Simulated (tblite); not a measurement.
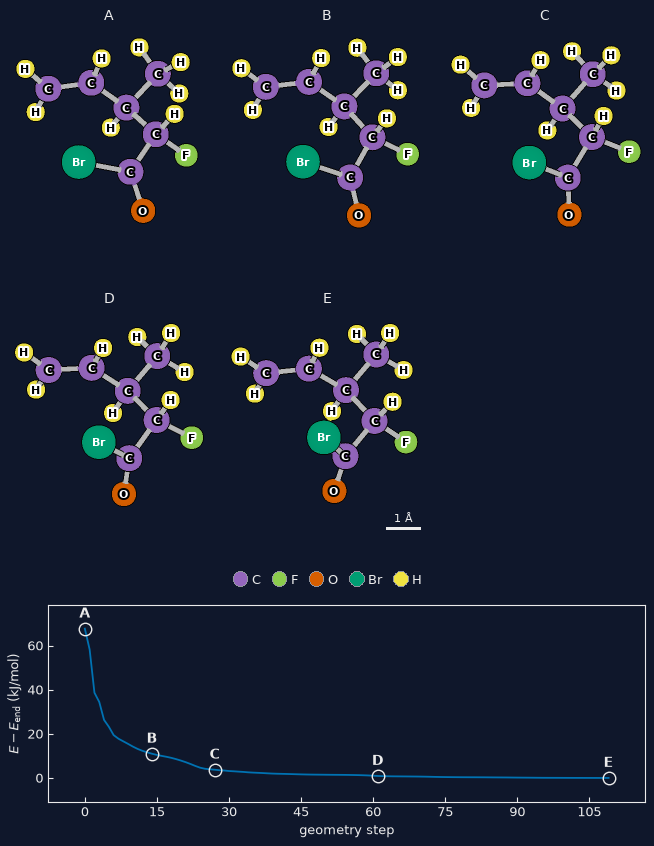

Frames of a relaxation of C$_{6}$H$_{8}$BrFO, marked on the history of the run. Style: ball-and-stick. Shown at a tilt.

The calculation used tblite 0.8.0, GFN2-xTB geometry optimisation, gas phase. 

### What happens along the run?

The atom that moves furthest after the best rigid fit is the Br atom (1.06 Å). By element the largest moves are Br 1.06 Å, O 0.86 Å, H 0.45 Å, F 0.13 Å, C 0.12 Å. Near-neighbour distances that change, for instance: C–O 1.240 → 1.177 Å, Br–C 1.923 → 1.961 Å, C–C 1.516 → 1.546 Å, C–H 1.111 → 1.082 Å. Bond angles that change, for instance: C–C–Br 122.2° → 111.4°, C–C–O 119.7° → 129.0°, C–C–H 113.7° → 107.0°. Groups turn about C–C by about 40°. The energy falls by 67.7 kJ/mol in 109 geometry steps. From step 0 to 14: Br and H atoms move most (0.25 Å), energy −56.7 kJ/mol. From step 14 to 27: the O atom moves most (0.37 Å), energy −7.23 kJ/mol. From step 27 to 61: the O atom moves most (0.31 Å), energy −2.84 kJ/mol. From step 61 to 109: the Br atom moves most (0.28 Å), energy −0.89 kJ/mol.

| step | E − E(0), kJ/mol |
| --- | --- |
| 0 | 0.00 |
| 1 | -9.45 |
| 2 | -29.04 |
| 3 | -33.22 |
| 4 | -41.37 |
| 5 | -44.48 |
| 6 | -48.26 |
| 7 | -49.89 |
| 8 | -51.07 |
| 9 | -52.23 |
| 10 | -53.46 |
| 15 | -57.24 |
| 20 | -59.80 |
| 26 | -63.74 |
| 31 | -64.65 |
| 36 | -65.34 |
| 41 | -65.81 |
| 46 | -66.10 |
| 52 | -66.25 |
| 57 | -66.39 |
| 62 | -66.85 |
| 67 | -66.99 |
| 73 | -67.19 |
| 78 | -67.33 |
| 83 | -67.38 |
| 88 | -67.46 |
| 93 | -67.56 |
| 99 | -67.62 |
| 104 | -67.65 |
| 109 | -67.67 |
